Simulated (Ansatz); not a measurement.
# wB97M-V/def2-TZVP run of CH4Si (SMILES C[SiH])

Aim: the electronic atomisation energy of CH4Si at wB97M-V/def2-TZVP, from 4 runs. 

The calculation is run with Ansatz 0.2.0.

44 further runs of the same task are left out: 44 set aside as unsound or not needed.

### 1 The structure to begin with

CH4Si has 6 atoms, charge 0, and is taken as a singlet. As SMILES, `C[SiH]`. The coordinates come from a PBE0-D4/def2-TZVP relaxation.

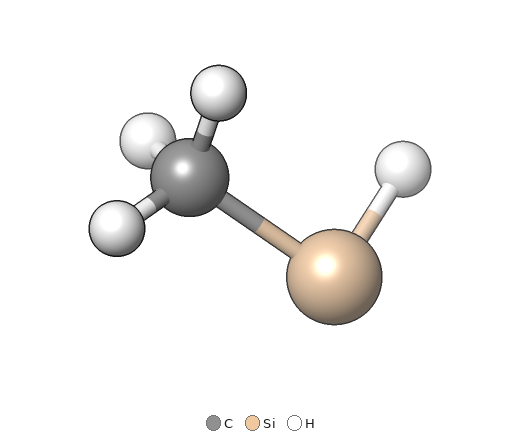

The structure, seen from a chosen angle (carbon grey, silicon light orange, hydrogen white).

### 2 The energy at wB97M-V/def2-TZVP

The input, run.yaml:

```yaml
crystal:
  periodic: [false, false, false]
  atoms:
    - symbol: C
      position_ang: [-0.093500, -0.366000, -0.370300]
    - symbol: Si
      position_ang: [0.917300, 0.209800, 1.122300]
    - symbol: H
      position_ang: [-1.156900, -0.410100, -0.102200]
    - symbol: H
      position_ang: [0.215000, -1.335600, -0.763000]
    - symbol: H
      position_ang: [-0.024000, 0.382000, -1.170800]
    - symbol: H
      position_ang: [0.142200, 1.520000, 1.284000]
basis:
  gaussian:
    orbitals: def2-TZVP
hamiltonian:
  xc: {name: wB97M-V}
accuracy: high
output: {orbitals: {seedname: orbitals}}
```

Run with:

```bash
$ ansatz run run.yaml --threads 1 --pin off --max-ram 3480MiB --events-out events.jsonl --progress --plain --runs-dir runs
```

Log:

```text
Warning: RAYON_NUM_THREADS=1 ignored (pool sized by the plan → 1); use --threads N
Functional definition: wB97M-V
  name "wB97M-V"
  parameter omega = 0.3/bohr
  parameter cx = 0.15
  parameter cx01 = 1.007
  parameter cx10 = 0.259
  parameter css00 = 0.443
  parameter css04 = -1.437
  parameter css10 = -4.535
  parameter css20 = -3.390
  parameter css43 = 4.278
  parameter cos00 = 1.000
  parameter cos10 = 1.358
  parameter cos20 = 2.924
  parameter cos21 = -8.812
  parameter cos60 = -1.390
  parameter cos61 = 9.142
  parameter b = 6.0
  parameter c = 0.01
  gx(w, u) = 1 - cx + cx01*u + cx10*w
  gss(w, u) = css00 + css04*u^4 + css10*w + css20*w^2 + css43*w^4*u^3
  gos(w, u) = cos00 + cos10*w + (cos20 + cos21*u)*w^2 + (cos60 + cos61*u)*w^6
  exchange = spin_sum(e_x_unif_sr(omega)*gx(b97_w, b97_u_x)) + cx*exact_x_sr(omega) + exact_x_lr(omega)
  correlation = spin_sum(e_c_pw_mod_same_spin*gss(b97_w, b97_u_same))
      + integral(e_c_pw_mod_opposite_spin*gos(b97_w_opposite, b97_u_opposite)) + vv10(b, c)
1657 factors; integrals over basis functions are off by at most 3.7e-9 eV
308 factors; integrals over basis functions are off by at most 2.3e-9 eV
mean field evaluation 1: about -8973.9307 eV, gradient 3.9e1 eV
mean field evaluation 2: about -8975.0583 eV, gradient 3.0e1 eV
mean field evaluation 4: about -8977.2703 eV, gradient 3.5e-1 eV
mean field evaluation 8: about -8977.2716 eV, gradient 2.3e-2 eV
mean field evaluation 16: about -8977.2716 eV, gradient 2.2e-5 eV
mean field -8977.27157684 eV, -329.9086454358 hartree, gradient 3.6e-8 eV, S^2 0.000000; 0 other end points of the search recorded, 0 dependent functions left out
reference -8977.27158090 eV, -329.9086455849 hartree; 12, 12 occupied and 80, 80 virtual orbitals, 1657 factors
Total energy: -8977.27158090 eV, -329.9086455849 hartree
```

Run time: 28 s. Hardware: 1 thread of Arm Neoverse V2, shared host; peak memory 0.39 GiB.

### 3 The C atom at the same level

The input, run.yaml:

```yaml
crystal:
  periodic: [false, false, false]
  atoms:
    - {symbol: C, position_ang: [0.000000, 0.000000, 0.000000]}
basis:
  gaussian:
    orbitals: def2-TZVP
magnetization:
  spin_polarized: true
  initial_magnetization: 2
hamiltonian:
  xc: {name: wB97M-V}
accuracy: high
```

Run the same way, it converges to -37.84639 Eh (log not shown).

### 4 The H atom

The input, molecule.yaml:

```yaml
crystal:
  periodic: [false, false, false]
  atoms:
    - {symbol: H, position_ang: [0.000000, 0.000000, 0.000000]}
basis:
  gaussian: {orbitals: def2-TZVP}
magnetization: {spin_polarized: true, initial_magnetization: 1}
hamiltonian: {xc: {name: wB97M-V}}
accuracy: high
```

Run the same way, it converges to -0.49411 Eh (log not shown).

### 5 The Si atom, same level

The input, job.yaml:

```yaml
crystal:
  periodic: [false, false, false]
  atoms:
    - symbol: Si
      position_ang: [0.000000, 0.000000, 0.000000]
basis:
  gaussian:
    orbitals: def2-TZVP
magnetization:
  spin_polarized: true
  initial_magnetization: 2
hamiltonian:
  xc: {name: wB97M-V}
accuracy: high
```

Run with:

```bash
$ ansatz run job.yaml --threads 1 --pin off --max-ram 3480MiB --events-out events.jsonl --progress --plain --runs-dir runs
```

Log, shortened:

```text
Warning: RAYON_NUM_THREADS=1 ignored (pool sized by the plan → 1); use --threads N
Functional definition: wB97M-V
  name "wB97M-V"
[...]
  gx(w, u) = 1 - cx + cx01*u + cx10*w
  gss(w, u) = css00 + css04*u^4 + css10*w + css20*w^2 + css43*w^4*u^3
  gos(w, u) = cos00 + cos10*w + (cos20 + cos21*u)*w^2 + (cos60 + cos61*u)*w^6
[...]
      + integral(e_c_pw_mod_opposite_spin*gos(b97_w_opposite, b97_u_opposite)) + vv10(b, c)
365 factors; integrals over basis functions are off by at most 3.6e-9 eV
136 factors; integrals over basis functions are off by at most 1.3e-9 eV
[...]
mean field -7873.68221508 eV, -289.3524844308 hartree, gradient 3.1e-8 eV, S^2 2.001470; 0 other end points of the search recorded, 0 dependent functions left out
reference -7873.68221714 eV, -289.3524845063 hartree; 8, 6 occupied and 29, 31 virtual orbitals, 365 factors
Total energy: -7873.68221714 eV, -289.3524845063 hartree
```

Run time: 5.4 s. Hardware: 1 thread of Arm Neoverse V2, shared host; peak memory 0.23 GiB.

### 6 Summary of results

At wB97M-V/def2-TZVP:

| quantity | value |
| --- | --- |
| molecule: total energy | -329.90865 Eh |
| molecule: HOMO energy | -8.39 eV |
| molecule: LUMO energy | -0.54 eV |
| molecule: HOMO–LUMO gap | 7.85 eV |
| C atom: total energy | -37.84639 Eh |
| C atom: ⟨S²⟩ | 2.002 |
| H atom: total energy | -0.49411 Eh |
| H atom: ⟨S²⟩ | 0.750 |
| Si atom: total energy | -289.35248 Eh |
| Si atom: ⟨S²⟩ | 2.001 |
| electronic atomisation energy | 19.955 eV |

**Reading.** Taking the molecule apart into free atoms costs 19.95 eV (1925 kJ/mol), before zero-point energy and without spin-orbit coupling.
